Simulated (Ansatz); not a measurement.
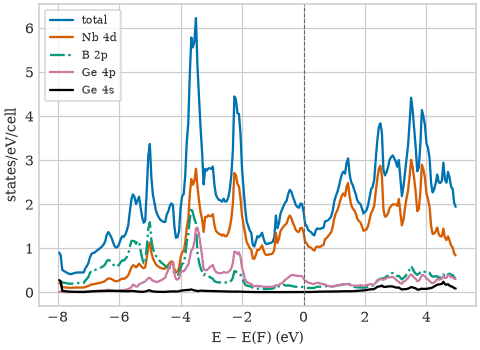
*Total and projected density of states of Nb2GeB2 in space group P-6m2 (No. 187; Nb on 2h, Ge on 1a, B on 1b, B on 1f), plane-wave PAW r²SCAN (Ansatz code)*

Question: Which orbitals carry the states next to the Fermi level?

Answer: Within 0.5 eV of the Fermi level: Nb 4d 73 %, Ge 4p 17 %, B 2p 7 %. Projections are on Löwdin-orthogonalised atomic valence shells; empty p or d shells of many metals are not among them.

Question: Where is the tallest occupied peak in this window, and what makes it?

Answer: Near -3.5 eV, about 6.2 states/eV per cell; the largest projected share is Nb 4d.

The start of the workflow was typed in or built on a structure type; neither database checked (COD, Materials Project) lists it. Whether it is the stable phase at ambient conditions was not checked. Symmetry was held in the r²SCAN relaxation; its stability against distortions is not shown here. The run is not spin-polarised. Scalar-relativistic: spin–orbit coupling is off unless named, which matters more the heavier the elements.

Potentials: the earlier of the program's two PAW sets. The files were generated under PBE; for other functionals the program regenerates the frozen cores, and for LDA and PBEsol the local potential too.
